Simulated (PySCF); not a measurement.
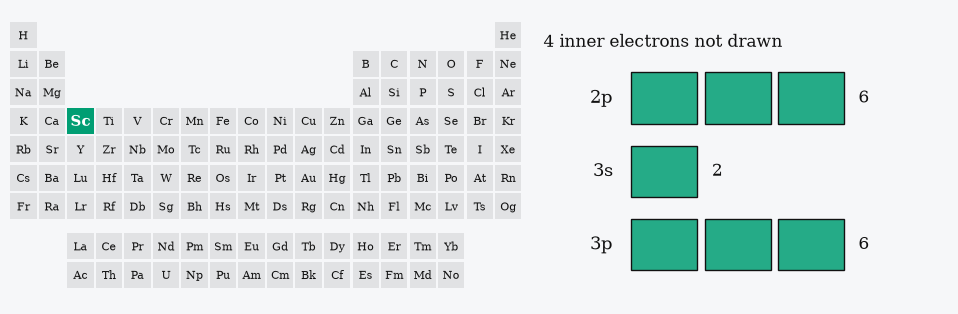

Fig. 1: Left, the place of scandium in the periodic table; right, the outer shells of the nominal configuration: a box for each of the 2l + 1 orbitals, shaded by the share of the shell that is filled, with the electron count at the right.

Atomic calculation, with input and output: Sc³⁺

Sc³⁺, configuration 1s2 2s2 2p6 3s2 3p6, multiplicity 1. Computed at this level: unrestricted PBE, def2-TZVP, spin-free X2C-1e, Gaussian nucleus (PySCF).

## Input file
```python
from pyscf import gto, scf, dft, mp, cc
import basis_set_exchange as bse
mol = gto.M(atom="Sc 0 0 0", charge=3, spin=0, symmetry="D2h",
            basis=gto.basis.parse(bse.get_basis("def2-TZVP", elements=["Sc"], fmt="nwchem", header=False)),
            nucmod="G")
mf = dft.UKS(mol, xc="PBE").sfx2c1e()
mf.irrep_nelec = {'Ag': (3, 3), 'B1u': (2, 2), 'B2u': (2, 2), 'B3u': (2, 2)}
mf.kernel()
```

The script is an equivalent of what the driver set up; the driver started from orbitals of its own, so the log can be shorter than this script's would be, and it computed the properties (radii, ⟨L²⟩, response) afterwards. It held the occupations shell by shell, which the script's counts by irreducible representation don't always enforce.

Hardware: 1 thread of Intel Xeon, 108 GiB of memory available, shared host.

Launched within a batch (the task file carries these settings):
```bash
OMP_NUM_THREADS=1 python <driver script> TASK.json OUT
```

## Log (extracts)
```
damping factor = 0
level_shift factor = 0
DIIS = <class 'pyscf.scf.diis.CDIIS'>
diis_start_cycle = 1
diis_space = 10
diis_damp = 0
SCF conv_tol = 1e-09
SCF conv_tol_grad = None
number electrons alpha = 9  beta = 9
XC functionals = PBE
    J. P. Perdew, K. Burke, and M. Ernzerhof.,  Phys. Rev. Lett. 77, 3865 (1996)
    J. P. Perdew, K. Burke, and M. Ernzerhof.,  Phys. Rev. Lett. 78, 1396 (1997)
    J. P. Perdew, K. Burke, and M. Ernzerhof.,  Phys. Rev. Lett. 77, 3865 (1996)
    J. P. Perdew, K. Burke, and M. Ernzerhof.,  Phys. Rev. Lett. 78, 1396 (1997)
cycle= 1 E= -761.767815867216  delta_E= -0.00259  |g|= 0.00809  |ddm|= 0.062
cycle= 2 E= -761.767831637271  delta_E= -1.58e-05  |g|= 0.00307  |ddm|= 0.01
cycle= 3 E= -761.767834412053  delta_E= -2.77e-06  |g|= 0.000205  |ddm|= 0.00321
cycle= 4 E= -761.767834421993  delta_E= -9.94e-09  |g|= 1.27e-07  |ddm|= 0.000184
cycle= 5 E= -761.767834421993  delta_E= -1.14e-13  |g|= 1.43e-10  |ddm|= 1.34e-07
converged SCF energy = -761.767834421993  <S^2> = -5.3290705e-15  2S+1 = 1
```

## Outcome

| quantity | value |
| --- | --- |
| outcome | converged |
| total energy | −761.767834 hartree |
| SCF iterations | 5 |

## What is odd here

The input is odd on purpose: basis contracted for another Hamiltonian. The program ran to the end. Its numbers are those of this setting; this run alone doesn't show how far the oddity moves them.
